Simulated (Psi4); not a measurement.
**wB97M-V/def2-TZVPP run of GeF2 (SMILES [F][Ge][F])**

Aim: the vertical ionisation energy of GeF2 at wB97M-V/def2-TZVPP, from 2 runs. 

Program for the calculation: Psi4 1.11.

1 further run of the same task is left out (set aside as unsound or not needed).

### 1 The structure to begin with

The species is GeF2 (3 atoms), meant as a singlet with charge 0. As SMILES, `[F][Ge][F]`. Geometry: a GFN2-xTB relaxation, a rough one for these elements and not checked as a minimum.

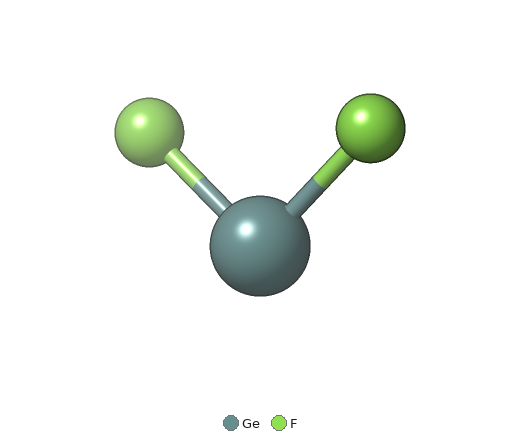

Viewed from a chosen angle; germanium teal, fluorine green.

### 2 A single-point energy at wB97M-V/def2-TZVPP

run.py reads:

```python
import psi4

psi4.set_memory(1600000000)
psi4.set_num_threads(1)
psi4.core.set_output_file('psi4.out', False)

m = psi4.geometry("""
0 1
Ge     0.004500    -0.007920    -0.812340
F      1.320810    -0.018750     0.415140
F     -1.325320     0.026670     0.397200
units angstrom
symmetry c1
""")

psi4.set_options({
    'reference': 'rks',
    'puream': True,
    'e_convergence': 1e-09,
    'd_convergence': 1e-08,
    'scf_type': 'pk',
    'dft_radial_points': 99,
    'dft_spherical_points': 590,
})

e_tot = psi4.energy('wb97m-v/def2-TZVPP')
print('E =', round(e_tot, 9))
for k, v in sorted(psi4.core.scalar_variables().items()):
    print(f'{k:45s} {v:18.10f}')
```

On the command line:

```console
python run.py
```

psi4.out, cut to the lines that bear on the results:

```text
[...]
  Running in c1 symmetry.
[...]
  Nuclear repulsion =  185.635829571028950
[...]
  Multiplicity = 1
[...]
  Nalpha       = 25
  Nbeta        = 25
[...]
    Number of basis functions: 110
[...]
   @RKS iter   1: -2275.52336578734958   -3.00003e+00   2.57699e-02 DIIS/ADIIS
[...]
   @RKS iter  12: -2276.70424920026380   -6.36646e-12   3.42262e-09 DIIS
[...]
    Orbital Energies [Eh]
    ---------------------
    Doubly Occupied:
       1A   -399.404363     2A    -50.127626     3A    -44.533219
       4A    -44.531314     5A    -44.530396     6A    -24.872343
       7A    -24.871864     8A     -6.462069     9A     -4.601058
      10A     -4.595134    11A     -4.591648    12A     -1.398672
      13A     -1.398221    14A     -1.392336    15A     -1.389479
      16A     -1.384616    17A     -1.279302    18A     -1.255460
      19A     -0.660579    20A     -0.552823    21A     -0.532604
      22A     -0.528961    23A     -0.504284    24A     -0.491662
      25A     -0.420077
[...]
  @RKS Final Energy: -2276.70424920026380
   => Energetics <=
    Nuclear Repulsion Energy =            185.6358295710289497
    One-Electron Energy =               -3543.5005685639443982
    Two-Electron Energy =                1159.4473639722345979
    DFT Exchange-Correlation Energy =     -78.4975181696542563
    Empirical Dispersion Energy =           0.0000000000000000
    VV10 Nonlocal Energy =                  0.2106439900714419
    Total Energy =                      -2276.7042492002638028
[...]
 Multipole Moments:
 ------------------------------------------------------------------------------------
     Multipole            Electronic (a.u.)      Nuclear  (a.u.)        Total (a.u.)
 ------------------------------------------------------------------------------------
 L = 1.  Multiply by 2.5417464519 to convert [e a0] to [Debye]
 Dipole X            :         -0.0175162            0.0134749           -0.0040413
 Dipole Y            :         -3.5770865            2.3596569           -1.2174295
 Dipole Z            :         -0.0000000            0.0000000           -0.0000000
 Magnitude           :                                                    1.2174362
[...]
```

On the terminal:

```text
E = -2276.7042492
CURRENT ENERGY                                  -2276.7042492003
CURRENT REFERENCE ENERGY                        -2276.7042492003
DD SOLVATION ENERGY                                 0.0000000000
DFT FUNCTIONAL TOTAL ENERGY                     -2276.7042492003
DFT TOTAL ENERGY                                -2276.7042492003
DFT VV10 ENERGY                                     0.2106439901
DFT XC ENERGY                                     -78.4975181697
GRID ELECTRONS ALPHA                               24.9999977505
GRID ELECTRONS BETA                                24.9999977505
GRID ELECTRONS TOTAL                               49.9999955009
NUCLEAR REPULSION ENERGY                          185.6358295710
ONE-ELECTRON ENERGY                             -3543.5005685639
PCM POLARIZATION ENERGY                             0.0000000000
PE ENERGY                                           0.0000000000
SCF ITERATION ENERGY                            -2276.7042492003
SCF ITERATIONS                                     12.0000000000
SCF TOTAL ENERGY                                -2276.7042492003
TWO-ELECTRON ENERGY                              1159.4473639722
XC GRID RADIAL POINTS                              99.0000000000
XC GRID SPHERICAL POINTS                          590.0000000000
XC GRID TOTAL POINTS                           167406.0000000000
```

Wall time 62 s (1 thread of Intel Xeon Platinum 8259CL at 2.50GHz (Skylake/Cascade Lake), shared host); peak memory 0.69 GiB.

### 3 The doublet cation

run_ase.py reads:

```python
import numpy as np
from ase.calculators.psi4 import Psi4
from ase import Atoms

atoms = Atoms(['Ge', 'F', 'F'], positions=[
    [0.004500, -0.007920, -0.812340],
    [1.320810, -0.018750, 0.415140],
    [-1.325320, 0.026670, 0.397200],
])
calc = Psi4(atoms=atoms, method='wb97m-v', basis='def2-TZVPP', memory='1600MB', num_threads=1, charge=1, multiplicity=2, label='psi4-calc', reference='uks')
calc.psi4.set_options({'puream': True, 'e_convergence': 1e-09, 'd_convergence': 1e-08, 'scf_type': 'pk', 'dft_radial_points': 99, 'dft_spherical_points': 590, 'maxiter': 200})
atoms.calc = calc

print(f'energy: {atoms.get_potential_energy():.6f} eV')
```

On the command line:

```console
python run_ase.py
```

psi4-calc.dat, cut to the lines that bear on the results:

```text
[...]
  Running in c1 symmetry.
[...]
  Nuclear repulsion =  185.635829571028893
[...]
  Multiplicity = 2
[...]
  Nalpha       = 25
  Nbeta        = 24
[...]
    Number of basis functions: 110
[...]
   @UKS iter   1: -2275.18517196930725   -2.66183e+00   2.51609e-02 DIIS/ADIIS
[...]
   @UKS iter  15: -2276.26669889284631   -1.00044e-11   9.45803e-09 DIIS
[...]
   @S^2 Observed:                7.607327426E-01
[...]
    Orbital Energies [Eh]
    ---------------------
    Alpha Occupied:
       1A   -399.751914     2A    -50.471860     3A    -44.877969
       4A    -44.875802     5A    -44.875055     6A    -25.186154
       7A    -25.186076     8A     -6.806114     9A     -4.945528
      10A     -4.938063    11A     -4.936226    12A     -1.740156
      13A     -1.738756    14A     -1.734851    15A     -1.733483
      16A     -1.727905    17A     -1.579511    18A     -1.557537
      19A     -0.967143    20A     -0.858632    21A     -0.823144
      22A     -0.814621    23A     -0.791809    24A     -0.780412
      25A     -0.746704
    Alpha Virtual:
[...]
  @UKS Final Energy: -2276.26669889284631
   => Energetics <=
    Nuclear Repulsion Energy =            185.6358295710288928
    One-Electron Energy =               -3527.4375010835665307
    Two-Electron Energy =                1143.6318774917288010
    DFT Exchange-Correlation Energy =     -78.3049074051391187
    Empirical Dispersion Energy =           0.0000000000000000
    VV10 Nonlocal Energy =                  0.2080025331015007
    Total Energy =                      -2276.2666988928463070
[...]
 Multipole Moments:
 ------------------------------------------------------------------------------------
     Multipole            Electronic (a.u.)      Nuclear  (a.u.)        Total (a.u.)
 ------------------------------------------------------------------------------------
 L = 1.  Multiply by 2.5417464519 to convert [e a0] to [Debye]
 Dipole X            :          0.0217304           -0.0130805            0.0086499
 Dipole Y            :         -0.0387872            0.0230047           -0.0157825
 Dipole Z            :         -3.9789099            2.3595470           -1.6193628
 Magnitude           :                                                    1.6194629
[...]
```

The script printed:

```text
energy: -61940.371838 eV
```

It took 89 s on 1 thread of Intel Xeon Platinum 8259CL at 2.50GHz (Skylake/Cascade Lake), shared host; peak memory 0.73 GiB.

### 4 Summary of results

At wB97M-V/def2-TZVPP:

```
                                          quantity           value
                        singlet GeF2: total energy  -2276.70425 Eh
                       singlet GeF2: dipole moment          3.09 D
                         singlet GeF2: HOMO energy       -11.43 eV
                         singlet GeF2: LUMO energy        -0.79 eV
                       singlet GeF2: HOMO–LUMO gap        10.64 eV
                      doublet cation: total energy  -2276.26670 Eh
doublet cation: HOMO energy (highest over α and β)       -20.32 eV
 doublet cation: LUMO energy (lowest over α and β)       -12.45 eV
                              doublet cation: ⟨S²⟩           0.761
vertical ionisation energy (to the doublet cation)       11.906 eV
```

The vertical ionisation energy comes to 11.91 eV (275 kcal/mol). The negative HOMO energy of the first species, 11.43 eV, lies 0.48 eV below that difference.
